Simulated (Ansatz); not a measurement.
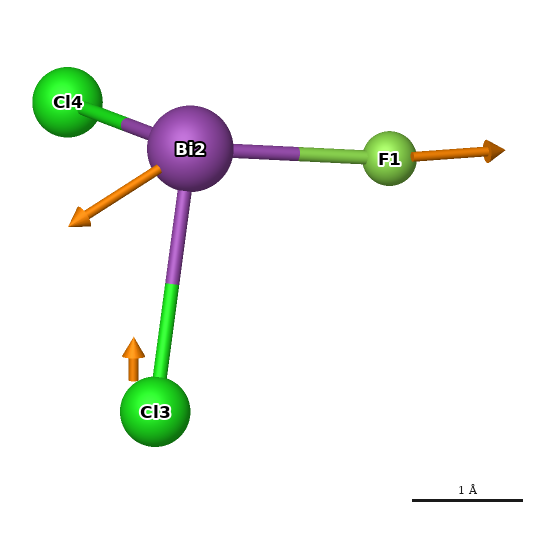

Arrows show the forces on the atoms, 2 Å of arrow for 1 eV/Å; forces under a tenth of the largest aren't drawn. Level of theory: PBE0-D4/def2-TZVPP (Ansatz 0.2.0).

On which atom is the force largest, and how large is it?

On Bi2: 0.52 eV/Å.

Which bond do the forces act along most?

F1–Bi2, now 1.977 Å: the forces push its atoms apart, so a first step downhill lengthens it.

List the force components in the frame of the picture (x right, y up, z towards the viewer), in eV/Å.

```
atom     Fx     Fy     Fz
  F1   0.43   0.03  −0.17
 Bi2  −0.42  −0.27   0.15
 Cl3   0.00   0.20   0.04
 Cl4  −0.01   0.03  −0.02
```
